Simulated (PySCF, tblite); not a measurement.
# C₅H₉ClSi: geometry, infrared bands and NMR shifts

Aim: predict the infrared bands and NMR shifts of C₅H₉ClSi (`ClC[C@H]1C=CC[SiH2]1`).

Programs: tblite 0.8.0 and PySCF 2.14.0, with density-fitted response routines of our own. Each step states its level of theory. These are calculated values for one molecule in the gas phase, unless marked as measured. Atoms count from 0, in the outputs and in this text.

## 1. The molecule as given

16 atoms, charge 0, multiplicity 1; geometry from: force field or distance geometry start.

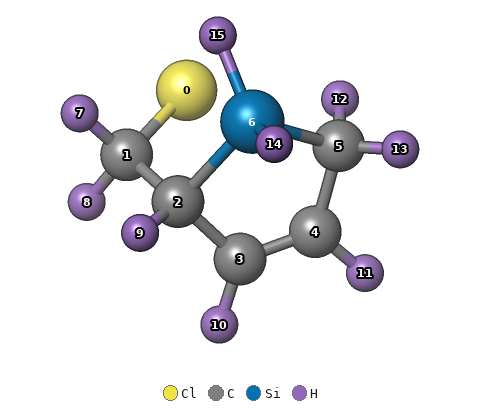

The starting geometry (chlorine yellow, carbon grey, silicon blue, hydrogen purple), atoms numbered.

## 2. Geometry optimisation with GFN2-xTB

The job: settings as JSON, then the geometry in Å.

```
{"job": {"kind": "relax", "xc": "GFN2-xTB", "basis": "xTB"}, "charge": 0, "multiplicity": 1}
Cl     0.837900    -0.908900     1.928900
C      1.734800    -0.368000     0.495600
C      0.882400     0.166400    -0.593700
C     -0.089700    -0.831200    -1.089600
C     -1.262800    -0.862300    -0.570200
C     -1.629200     0.112300     0.463600
Si    -0.302000     1.410300     0.207600
H      2.467300     0.434500     0.810500
H      2.374200    -1.197800     0.074100
H      1.448400     0.648400    -1.403000
H      0.233400    -1.564000    -1.883000
H     -2.041700    -1.614600    -0.909800
H     -1.613500    -0.308700     1.500100
H     -2.619800     0.519600     0.204600
H     -0.694700     2.467200    -0.722400
H      0.267600     1.905700     1.475300
```

Command:

```
$ OMP_NUM_THREADS=1 python probes_run.py task.json out
```

The driver reads the jobs from task.json and runs them one after another.

**Question.** This job is followed by: GFN2-xTB harmonic vibrations, gas phase; GIAO PBE0/pcSseg-1 NMR shielding, non-relativistic, gas phase. What will the session give for the following? strongest single infrared mode (GFN2-xTB); zero-point energy (GFN2-xTB); 13C shifts against TMS (PBE0/pcSseg-1); 1H shifts against TMS (PBE0/pcSseg-1); 35Cl shifts against HCl (PBE0/pcSseg-1); 29Si shifts against TMS (PBE0/pcSseg-1).

As calculated:

```
                                 quantity                                                     value
strongest single infrared mode (GFN2-xTB)                                     2238 cm⁻¹, 433 km/mol
             zero-point energy (GFN2-xTB)                                             76.1 kcal/mol
   13C shifts against TMS (PBE0/pcSseg-1)                        142.8, 140.9, 54.5, 37.8, 17.7 ppm
    1H shifts against TMS (PBE0/pcSseg-1)  6.33, 5.88, 4.58, 4.20, 3.88, 3.82, 2.44, 1.90, 1.71 ppm
  35Cl shifts against HCl (PBE0/pcSseg-1)                                                    76 ppm
  29Si shifts against TMS (PBE0/pcSseg-1)                                                 -34.6 ppm
```

In words: The optimisation took 71 steps and gained 0.554 eV; among the close pairs (by a distance rule), C4–H11 changed most, from 1.135 to 1.081 Å. All 42 modes are real, so the xTB geometry is a minimum. The strongest single mode, at 2238 cm⁻¹, moves mainly H14. Unscaled tight-binding wavenumbers are off by several per cent, some by more. Its intensities can rank the bands wrongly. At PBE0/pcSseg-1: The widest tensor belongs to Cl0: span 365 ppm, with a paramagnetic part of -273 ppm.
